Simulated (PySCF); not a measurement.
**Lu(NH2)3: other functionals and bases at one geometry**

Aim: see how levels, charges and forces of Lu(NH2)3 depend on the level of theory. The species was built from a template and needn't be a known compound.

The runs use PySCF 2.14.0; several levels, as the steps say, no spin–orbit coupling.

3 further runs of the same task are left out: 2 for a known fault of the program, 1 that didn't finish.

### 1 The starting structure

10 atoms, charge 0, spin multiplicity 1.

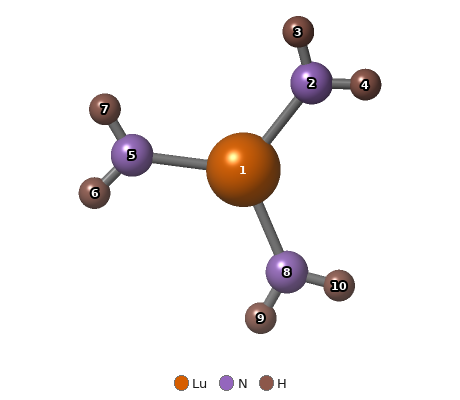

The geometry (lutetium orange, nitrogen purple, hydrogen brown); atoms are numbered from 1 in the order of the file.

Geometry (Å):

```xyz
10
H6LuN3
Lu   -0.0053    0.0107   -0.0356
N     2.1122    0.0073   -0.2157
H     2.7470    0.8055   -0.1955
H     2.7124   -0.8118   -0.3120
N    -1.0582    1.8384    0.2228
H    -2.0631    1.9570    0.3517
H    -0.6710    2.7820    0.2446
N    -1.0573   -1.8359   -0.0272
H    -2.0630   -1.9827    0.0614
H    -0.6537   -2.7704   -0.0946
```

Formal oxidation states: Lu +3. Each metal's 14 4f electrons lie in its core potential, so multiplicities, spins and levels count the valence alone. An earlier session relaxed this geometry at PBE0, Lu lcecp-1-SVP with ECP60, N def2-SVP, H def2-SVP (singlet, point group Cs).

At PBE0 on the finer grid: E = -207.629052 Eh, HOMO -6.19 eV, LUMO -1.06 eV, Mulliken charge on Lu1 +0.85 e, largest force component 0.021 eV/Å. 

Levels to run: M06-L; TPSS; CAM-B3LYP; PBE; PBE0, TZVP. Hardware: 2 threads of Intel Xeon 6975P-C (Granite Rapids), shared host.

### 2 M06-L

File run.py (the lines that set the calculation):

```python
mol = gto.M(atom='''
Lu    -0.00530     0.01066    -0.03559
N      2.11217     0.00729    -0.21565
H      2.74703     0.80551    -0.19547
H      2.71239    -0.81180    -0.31198
N     -1.05816     1.83840     0.22285
H     -2.06315     1.95699     0.35171
H     -0.67099     2.78197     0.24462
N     -1.05734    -1.83590    -0.02722
H     -2.06297    -1.98271     0.06137
H     -0.65367    -2.77041    -0.09464''',
    basis={'Lu': 'lcecp-1-SVP', 'N': 'def2-SVP', 'H': 'def2-SVP'},
    ecp={'Lu': 'lcecp-1-SVP'},
    charge=0, spin=0)
mf = dft.RKS(mol, xc='M06L')
mf.grids.atom_grid = (75, 302)  # f atoms: unpruned, at least (60, 302)
mf = mf.density_fit()  # fitting sets: Lu AutoAux, N def2-universal-JKFIT, H def2-universal-JKFIT
mf.conv_tol = 1e-08; mf.max_cycle = 55
mf.kernel(dm0)  # dm0: the density of the relaxed state
```

On the command line:

```
OMP_NUM_THREADS=2 python run.py
```

Log:

```text
init E= -207.814576226548
  HOMO = -0.186152875082739  LUMO = -0.026708897906218  gap/eV = 4.33869
cycle= 1 E= -207.818273734499  delta_E= -0.0037  |g|= 0.0363  |ddm|= 0.206
  HOMO = -0.175675387642285  LUMO = -0.0231860188752382  gap/eV = 4.14945
cycle= 2 E= -207.817597644718  delta_E= 0.000676  |g|= 0.0637  |ddm|= 0.0784
  HOMO = -0.180236274890294  LUMO = -0.0225090326805333  gap/eV = 4.29198
cycle= 3 E= -207.818590961577  delta_E= -0.000993  |g|= 0.00496  |ddm|= 0.0554
  HOMO = -0.179650243621181  LUMO = -0.022095571187176  gap/eV = 4.28728
cycle= 4 E= -207.818596774711  delta_E= -5.81e-06  |g|= 0.000971  |ddm|= 0.00512
  HOMO = -0.179531860086749  LUMO = -0.0220144354967573  gap/eV = 4.28627
cycle= 5 E= -207.818597041806  delta_E= -2.67e-07  |g|= 0.000327  |ddm|= 0.00147
  HOMO = -0.179477037330357  LUMO = -0.0219487479928873  gap/eV = 4.28656
cycle= 6 E= -207.818597065688  delta_E= -2.39e-08  |g|= 0.000129  |ddm|= 0.000563
  HOMO = -0.179474275112456  LUMO = -0.021950360532788  gap/eV = 4.28644
cycle= 7 E= -207.81859706956  delta_E= -3.87e-09  |g|= 6.02e-05  |ddm|= 0.000157
  HOMO = -0.179474888672184  LUMO = -0.0219553361595235  gap/eV = 4.28633
Extra cycle  E= -207.818597067191  delta_E= 2.37e-09  |g|= 0.000116  |ddm|= 0.000157
converged SCF energy = -207.818597067191
```

Wall time 10 s (2 threads of Intel Xeon 6975P-C (Granite Rapids), shared host).

Result: E = -207.818597 Eh, HOMO -4.88 eV, LUMO -0.60 eV, Mulliken charge on Lu1 +1.01 e, largest force component 0.094 eV/Å. 

### 3 TPSS

run.py (the lines that set the calculation): that of step 2 with these lines changed.

```diff
@@ -14,3 +14,3 @@
     charge=0, spin=0)
-mf = dft.RKS(mol, xc='M06L')
+mf = dft.RKS(mol, xc='TPSS')
 mf.grids.atom_grid = (75, 302)  # f atoms: unpruned, at least (60, 302)
```

On the command line:

```
OMP_NUM_THREADS=2 python run.py
```

Log:

```text
init E= -207.847557959118
  HOMO = -0.17690611377262  LUMO = -0.0563492074615208  gap/eV = 3.28052
cycle= 1 E= -207.849342497324  delta_E= -0.00178  |g|= 0.0267  |ddm|= 0.154
  HOMO = -0.181476382892499  LUMO = -0.0536137247696118  gap/eV = 3.47932
cycle= 2 E= -207.848746843105  delta_E= 0.000596  |g|= 0.0548  |ddm|= 0.0882
  HOMO = -0.178509828545922  LUMO = -0.0549931595323994  gap/eV = 3.36106
cycle= 3 E= -207.849549988669  delta_E= -0.000803  |g|= 0.00535  |ddm|= 0.0514
  HOMO = -0.179086301470574  LUMO = -0.0555903400502977  gap/eV = 3.36050
cycle= 4 E= -207.849557420886  delta_E= -7.43e-06  |g|= 0.00103  |ddm|= 0.00957
  HOMO = -0.178953550476931  LUMO = -0.0554615019614655  gap/eV = 3.36039
cycle= 5 E= -207.849557730729  delta_E= -3.1e-07  |g|= 6.23e-05  |ddm|= 0.00151
  HOMO = -0.178949768543432  LUMO = -0.0554617127459363  gap/eV = 3.36028
cycle= 6 E= -207.849557731662  delta_E= -9.33e-10  |g|= 2.52e-05  |ddm|= 7.36e-05
  HOMO = -0.178951766020424  LUMO = -0.0554630871696151  gap/eV = 3.36030
Extra cycle  E= -207.849557731084  delta_E= 5.78e-10  |g|= 5.51e-05  |ddm|= 6.76e-05
converged SCF energy = -207.849557731084
```

It took 10 s on 2 threads of Intel Xeon 6975P-C (Granite Rapids), shared host.

It gives: E = -207.849558 Eh, HOMO -4.87 eV, LUMO -1.51 eV, Mulliken charge on Lu1 +0.77 e, largest force component 0.323 eV/Å. 

### 4 CAM-B3LYP

run.py (the lines that set the calculation): that of step 3 with these lines changed.

```diff
@@ -14,3 +14,3 @@
     charge=0, spin=0)
-mf = dft.RKS(mol, xc='TPSS')
+mf = dft.RKS(mol, xc='CAMB3LYP')
 mf.grids.atom_grid = (75, 302)  # f atoms: unpruned, at least (60, 302)
```

On the command line:

```
OMP_NUM_THREADS=2 python run.py
```

Log:

```text
init E= -207.723626089612
  HOMO = -0.279879558888086  LUMO = -0.00982655501715257  gap/eV = 7.34852
cycle= 1 E= -207.725021865935  delta_E= -0.0014  |g|= 0.0379  |ddm|= 0.126
  HOMO = -0.274995171026649  LUMO = -0.0123988245053237  gap/eV = 7.14561
cycle= 2 E= -207.724827835217  delta_E= 0.000194  |g|= 0.0495  |ddm|= 0.0718
  HOMO = -0.279953463000486  LUMO = -0.0123555064861822  gap/eV = 7.28171
cycle= 3 E= -207.725369332458  delta_E= -0.000541  |g|= 0.00109  |ddm|= 0.0366
  HOMO = -0.280025414591536  LUMO = -0.0123195536836622  gap/eV = 7.28465
cycle= 4 E= -207.72537029075  delta_E= -9.58e-07  |g|= 0.000373  |ddm|= 0.00269
  HOMO = -0.280076411014983  LUMO = -0.0123883902576356  gap/eV = 7.28416
cycle= 5 E= -207.725370357823  delta_E= -6.71e-08  |g|= 8.77e-05  |ddm|= 0.00103
  HOMO = -0.280064219641935  LUMO = -0.0123731120071149  gap/eV = 7.28425
cycle= 6 E= -207.725370362863  delta_E= -5.04e-09  |g|= 2.54e-05  |ddm|= 0.000194
  HOMO = -0.280062396539804  LUMO = -0.0123737095426417  gap/eV = 7.28418
Extra cycle  E= -207.725370363068  delta_E= -2.05e-10  |g|= 2.17e-05  |ddm|= 5.47e-05
converged SCF energy = -207.725370363068
```

Run time: 7.1 s. Hardware: 2 threads of Intel Xeon 6975P-C (Granite Rapids), shared host.

It gives: E = -207.725370 Eh, HOMO -7.62 eV, LUMO -0.34 eV, Mulliken charge on Lu1 +0.82 e, largest force component 0.058 eV/Å. 

### 5 PBE

run.py (the lines that set the calculation): that of step 4 with these lines changed.

```diff
@@ -14,3 +14,3 @@
     charge=0, spin=0)
-mf = dft.RKS(mol, xc='CAMB3LYP')
+mf = dft.RKS(mol, xc='PBE')
 mf.grids.atom_grid = (75, 302)  # f atoms: unpruned, at least (60, 302)
```

On the command line:

```
OMP_NUM_THREADS=2 python run.py
```

Log:

```text
init E= -207.627440840122
  HOMO = -0.173459592562102  LUMO = -0.0683232917838161  gap/eV = 2.86090
cycle= 1 E= -207.629294934558  delta_E= -0.00185  |g|= 0.0677  |ddm|= 0.27
  HOMO = -0.184592608053732  LUMO = -0.0604104181375629  gap/eV = 3.37917
cycle= 2 E= -207.62425253294  delta_E= 0.00504  |g|= 0.156  |ddm|= 0.237
  HOMO = -0.176653781901047  LUMO = -0.0639468330607222  gap/eV = 3.06691
cycle= 3 E= -207.63071824487  delta_E= -0.00647  |g|= 0.0145  |ddm|= 0.14
  HOMO = -0.177894698012745  LUMO = -0.0656699917239649  gap/eV = 3.05379
cycle= 4 E= -207.630788698029  delta_E= -7.05e-05  |g|= 0.00234  |ddm|= 0.0261
  HOMO = -0.177660697812811  LUMO = -0.0656183474107817  gap/eV = 3.04883
cycle= 5 E= -207.630790043437  delta_E= -1.35e-06  |g|= 0.000132  |ddm|= 0.00221
  HOMO = -0.177644569177347  LUMO = -0.0656049005284416  gap/eV = 3.04875
cycle= 6 E= -207.63079004661  delta_E= -3.17e-09  |g|= 7.3e-05  |ddm|= 0.000191
  HOMO = -0.177646935730682  LUMO = -0.0656029898590003  gap/eV = 3.04887
Extra cycle  E= -207.630790040063  delta_E= 6.55e-09  |g|= 0.00018  |ddm|= 0.000208
converged SCF energy = -207.630790040063
```

It took 6.7 s on 2 threads of Intel Xeon 6975P-C (Granite Rapids), shared host.

It gives: E = -207.630790 Eh, HOMO -4.83 eV, LUMO -1.79 eV, Mulliken charge on Lu1 +0.65 e, largest force component 0.389 eV/Å. 

### 6 PBE0, TZVP

Basis: Lu lcecp-1-TZVP with ECP60, N def2-TZVP, H def2-TZVP. 

run.py (the lines that set the calculation): that of step 5 with these lines changed.

```diff
@@ -11,6 +11,6 @@
 H     -0.65367    -2.77041    -0.09464''',
-    basis={'Lu': 'lcecp-1-SVP', 'N': 'def2-SVP', 'H': 'def2-SVP'},
-    ecp={'Lu': 'lcecp-1-SVP'},
+    basis={'Lu': 'lcecp-1-TZVP', 'N': 'def2-TZVP', 'H': 'def2-TZVP'},
+    ecp={'Lu': 'lcecp-1-TZVP'},
     charge=0, spin=0)
-mf = dft.RKS(mol, xc='PBE')
+mf = dft.RKS(mol, xc='PBE0')
 mf.grids.atom_grid = (75, 302)  # f atoms: unpruned, at least (60, 302)
@@ -18,2 +18,2 @@
 mf.conv_tol = 1e-08; mf.max_cycle = 55
-mf.kernel(dm0)  # dm0: the density of the relaxed state
+mf.kernel(dm0)  # dm0: free metal ions and neutral atoms
```

On the command line:

```
OMP_NUM_THREADS=2 python run.py
```

Log:

```text
init E= -210.772874752595
  HOMO = -0.242099732355151  LUMO = -0.12334641423584  gap/eV = 3.23144
cycle= 1 E= -207.765486202739  delta_E= 3.01  |g|= 0.598  |ddm|= 2.55
  HOMO = -0.228827172849046  LUMO = -0.0103948213085516  gap/eV = 5.94385
cycle= 2 E= -207.781334903241  delta_E= -0.0158  |g|= 0.408  |ddm|= 0.88
  HOMO = -0.221966988006472  LUMO = -0.0455687861238001  gap/eV = 4.80004
cycle= 3 E= -207.82119049348  delta_E= -0.0399  |g|= 0.157  |ddm|= 0.449
  HOMO = -0.238421289780554  LUMO = -0.0456958693182994  gap/eV = 5.24433
cycle= 4 E= -207.826319922511  delta_E= -0.00513  |g|= 0.0516  |ddm|= 0.113
  HOMO = -0.23320503688457  LUMO = -0.0417627289204674  gap/eV = 5.20941
cycle= 5 E= -207.826899531746  delta_E= -0.00058  |g|= 0.00303  |ddm|= 0.0426
  HOMO = -0.233532925171415  LUMO = -0.0421607751482895  gap/eV = 5.20750
cycle= 6 E= -207.826902274266  delta_E= -2.74e-06  |g|= 0.00055  |ddm|= 0.00494
  HOMO = -0.233482889758694  LUMO = -0.0421185042656198  gap/eV = 5.20729
cycle= 7 E= -207.826902344261  delta_E= -7e-08  |g|= 0.00014  |ddm|= 0.000646
  HOMO = -0.233481203742906  LUMO = -0.0421190454591844  gap/eV = 5.20723
cycle= 8 E= -207.826902347012  delta_E= -2.75e-09  |g|= 8.9e-05  |ddm|= 0.00013
  HOMO = -0.233480650906248  LUMO = -0.0421216547250722  gap/eV = 5.20714
Extra cycle  E= -207.826902343917  delta_E= 3.09e-09  |g|= 0.000151  |ddm|= 0.000137
converged SCF energy = -207.826902343917
```

Wall time 14 s (2 threads of Intel Xeon 6975P-C (Granite Rapids), shared host).

Read off: E = -207.826902 Eh, HOMO -6.35 eV, LUMO -1.15 eV, Mulliken charge on Lu1 +1.52 e, largest force component 0.462 eV/Å. 

### 7 Results

| level | state | HOMO (eV) | gap (eV) | charge on Lu1 (e) | dipole (D) | largest force (eV/Å) | basis functions | time |
| --- | --- | --- | --- | --- | --- | --- | --- | --- |
| PBE0 (relaxed here) | singlet | -6.19 | 5.13 | 0.85 | 0.08 | 0.02 | 105 | 16 s |
| M06-L | singlet | -4.88 | 4.29 | 1.01 | 0.09 | 0.09 | 105 | 10 s |
| TPSS | singlet | -4.87 | 3.36 | 0.77 | 0.08 | 0.32 | 105 | 10 s |
| CAM-B3LYP | singlet | -7.62 | 7.28 | 0.82 | 0.08 | 0.06 | 105 | 7.1 s |
| PBE | singlet | -4.83 | 3.05 | 0.65 | 0.07 | 0.39 | 105 | 6.7 s |
| PBE0, TZVP | singlet | -6.35 | 5.21 | 1.52 | 0.09 | 0.46 | 176 | 14 s |

Times are on 2 threads of Intel Xeon 6975P-C (Granite Rapids), shared host; the first row also made further properties.

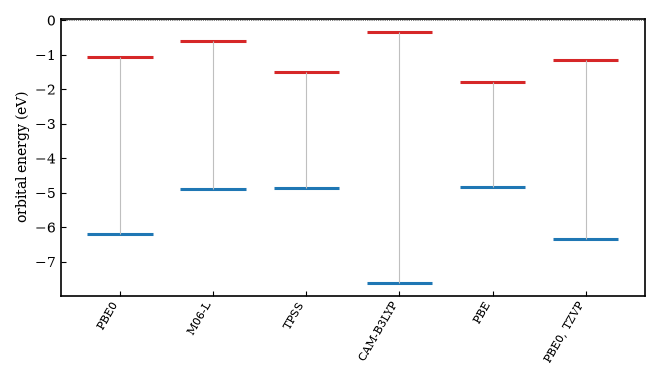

Highest filled and lowest empty level, method by method.

In one basis the HOMO–LUMO gap runs from 3.05 eV (PBE) to 7.28 eV (CAM-B3LYP). The largest leftover force, 0.46 eV/Å with PBE0, TZVP, stands at a geometry relaxed at another level. The Mulliken charge on Lu spans +0.65 to +1.52 e over the levels. With 4f in the core, its levels are missing from HOMO and gap. Total energies of different levels can't be compared. Spin–orbit coupling is left out throughout.
